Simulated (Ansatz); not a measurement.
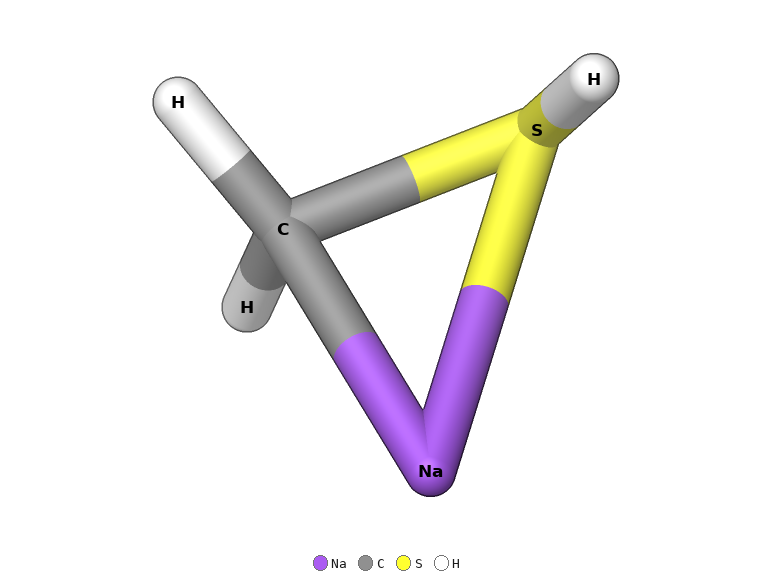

Stick drawing of a structure.

The geometry was computed by an optimisation with PBE0-D4/def2-TZVP. No frequency run is at hand to confirm it as a minimum.

Question: Give the formula.

Answer: CH₃NaS, 6 atoms: 1 carbon, 3 hydrogen, 1 sodium and 1 sulfur.

Question: Count the bonded pairs by element.

Answer: 2 C–H, 1 C–Na, 1 C–S, 1 Na–S, 1 S–H. Sticks follow a distance rule.

Question: Which point group does it belong to?

Answer: C1.

Question: How many sets of symmetry-equivalent atoms are there?

Answer: 6: 1 Na, 1 C, 1 S, 1 H, 1 H, 1 H.

More results for the same structure follow; atom numbers are the same in all pictures, views and colours differ.

### Electronic properties

No frequency run is at hand to confirm it as a minimum. Method: RKS PBE0-D4/def2-TZVPP (Ansatz 0.2.0).

Question: Give the HOMO energy (Kohn–Sham orbital) at this level.

Answer: −4.39 eV.

Question: What is the LUMO energy (Kohn–Sham orbital)?

Answer: −1.42 eV.

### Dipole moment

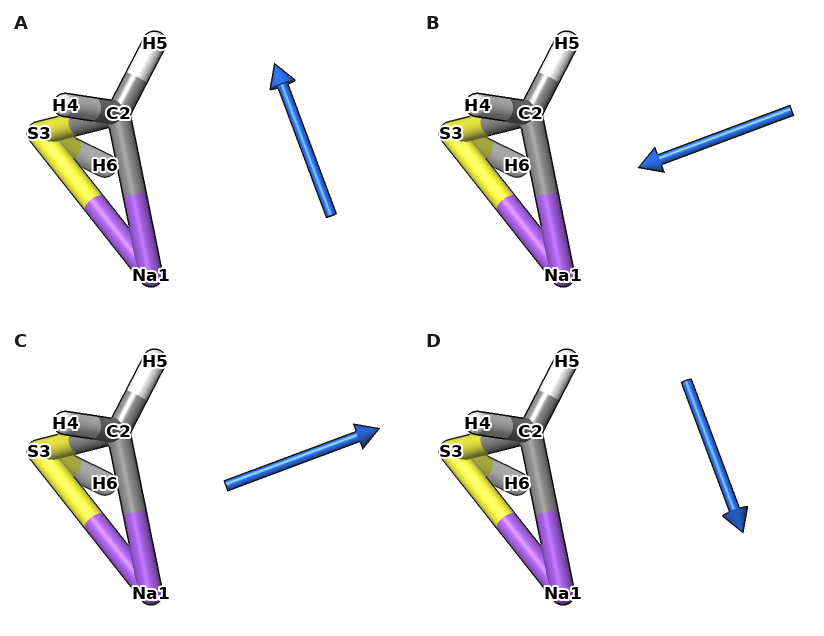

The same molecule four times, each with an arrow. No frequency run is at hand to confirm it as a minimum. Level of theory: RKS PBE0-D4/def2-TZVP (Ansatz 0.2.0).

Question: Which arrow points along the dipole moment, from the negative to the positive end?

Answer: D. The dipole moment is 6.68 D; it points from the side of H5 to the side of Na1 (the outermost atoms at the two ends).

### Charges

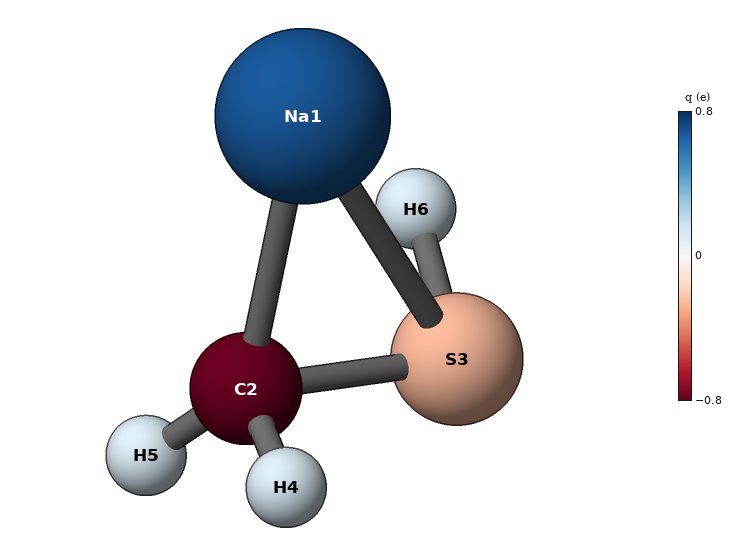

Atoms are coloured by their Mulliken charges. No frequency run is at hand to confirm it as a minimum. Level of theory: RKS PBE0-D4/def2-TZVP (Ansatz 0.2.0).

Question: Which atom carries the highest charge (most positive or least negative)?

Answer: Na1 (0.68 e).

Question: And the lowest?

Answer: C2 (−0.79 e).

Give the Mulliken charges atom by atom.

```csv
atom,value (e)
Na1,0.68
C2,−0.79
S3,−0.27
H4,0.13
H5,0.12
H6,0.13
```

Mulliken values depend strongly on the basis set and can even reverse the polarity of a bond.
